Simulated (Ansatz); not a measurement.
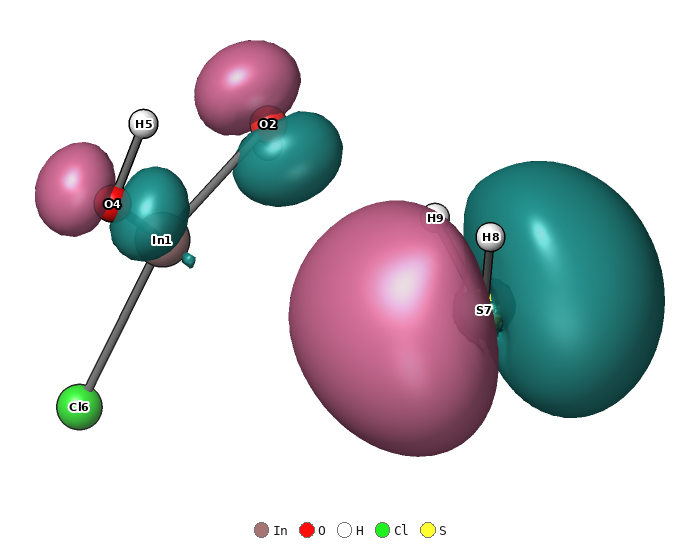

The picture shows: ClH₂InO₂···H₂S. One frontier orbital at ±0.08 Å⁻³ᐟ² (teal and pink are the two phases), seen from one side.

Core potentials replace the inner electrons of In; not at a stationary point (largest force 0.6 eV/Å).

Theory: RKS PBE-D4/def2-SVP (Ansatz).

The calculation's input:

```
crystal:
  periodic: [false, false, false]
  atoms:
    - { symbol: In, position_ang: [0.0, 0.0, 0.0] }
    - { symbol: O, position_ang: [0.0, 0.0, 2.34] }
    - { symbol: H, position_ang: [-0.9095, -0.2814, 2.6771] }
    - { symbol: O, position_ang: [1.7233, 0.0, -0.995] }
    - { symbol: H, position_ang: [2.0232, -0.9519, -1.1499] }
    - { symbol: Cl, position_ang: [-2.113, 0.0, -1.22] }
    - { symbol: S, position_ang: [0.1241, 2.6258, 0.8734] }
    - { symbol: H, position_ang: [0.6767, 2.6649, 2.1592] }
    - { symbol: H, position_ang: [0.0635, 1.3423, 2.1047] }
basis:
  gaussian: { orbitals: def2-SVP }
hamiltonian:
  xc: pbe
  dispersion: d4
relax:
  f_tol: 0.15
  max_steps: 25
  restrain:
    - { distance: [0, 6], at: 3.67, k: 30.0 }
    - { distance: [8, 1], at: 2.21, k: 30.0 }
    - { distance: [0, 1], at: 1.99, k: 30.0 }
    - { distance: [8, 6], at: 1.4, k: 30.0 }
output:
  orbitals: {}
```

Launched as:

```sh
ansatz run input.yaml --threads 4 --pin off --max-ram 5120MiB --backend cpu --events-out ev --progress --plain --runs-dir out
```

The fields are those of the run's last geometry, not of the input's.

Which orbital is it: HOMO or LUMO?

Answer. The HOMO, at −6.41 eV. It lies mainly on S7 (about 80 %); largely a lone pair of S7.
